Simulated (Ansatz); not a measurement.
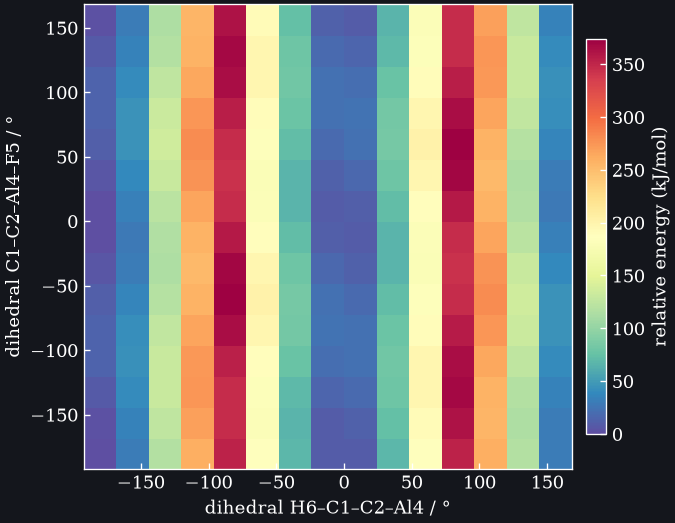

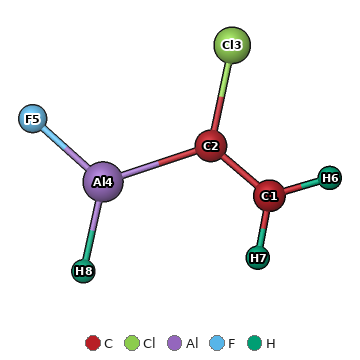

Energy landscape of C2H3AlClF, SMILES C=[C](Cl)[AlH][F]. Coordinates scanned: (1) dihedral H6–C1–C2–Al4; (2) dihedral C1–C2–Al4–F5. Nothing is relaxed (all other coordinates rigid). The scan uses a 15 × 15 grid; 162 points were computed and 63 follow by symmetry. Energies: kJ/mol, counted from the lowest grid point. Energies and slopes of some neighbouring points disagree (a jump in structure or state, or too coarse a mesh). The dihedral twists a double bond; near 90° a spin-restricted reference is unreliable. These are results of RHF/def2-TZVP in Ansatz, not measurements.

The picture shows one coloured cell a grid point. The second picture is the structure at the lowest point.

What does the map say about the system?

The lowest grid point is at dihedral H6–C1–C2–Al4 = −180°, dihedral C1–C2–Al4–F5 = −180°. The highest grid point, dihedral H6–C1–C2–Al4 = 84°, dihedral C1–C2–Al4–F5 = 60°, lies 374 kJ/mol above the lowest.

Time for the 162 points that were run: 37 min on 1 thread of Arm Neoverse N1, with other jobs on the host.
